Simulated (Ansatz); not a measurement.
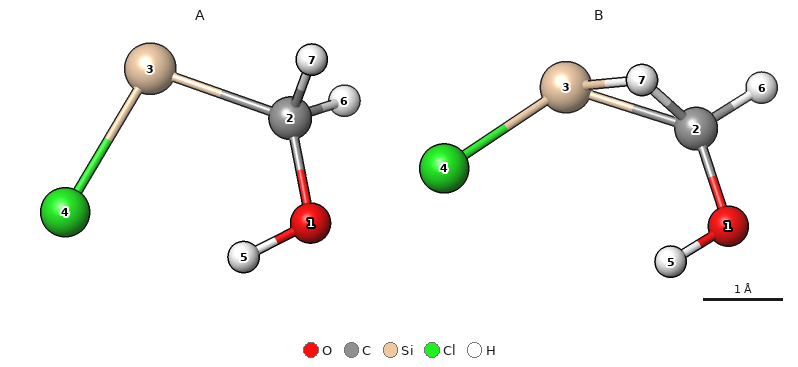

Two geometries of CH3ClOSi, drawn at one scale. One is the start of a relaxation, the other its converged end. The picture is a ball-and-stick view, seen at a tilt.

Level of theory: RKS PBE-D4/6-31G (Ansatz). (no spin polarisation; force threshold 0.02 eV/Å; at most 50 steps)

**Which one is relaxed?**

Structure A is the relaxed one. The run prepares an end point of a later path (hydrogen shift) calculation, from a guessed geometry. The largest move after the best rigid fit is that of H7, 0.98 Å. Largest moves by element: H 0.98 Å, Cl 0.63 Å, Si 0.36 Å, O 0.28 Å, C 0.21 Å. Some distances before and after: Si3–H7 1.271 → 2.467 Å, Si3–Cl4 2.016 → 2.267 Å, C2–Si3 1.764 → 1.976 Å, O1–C2 1.388 → 1.438 Å. Bonds break: Si3–H7 (1.27 → 2.47 Å). Bond angles that change, for instance: Si3–C2–H7 45.8° → 101.9°, C2–Si3–Cl4 121.5° → 94.7°, Si3–C2–H6 122.0° → 106.8°. The energy falls by 4.259 eV in 11 accepted moves (12 points after the start). Largest force component: 10 eV/Å at the start, 0.0079 eV/Å at the end. The line search rejected the trial step at point 8 of the run.
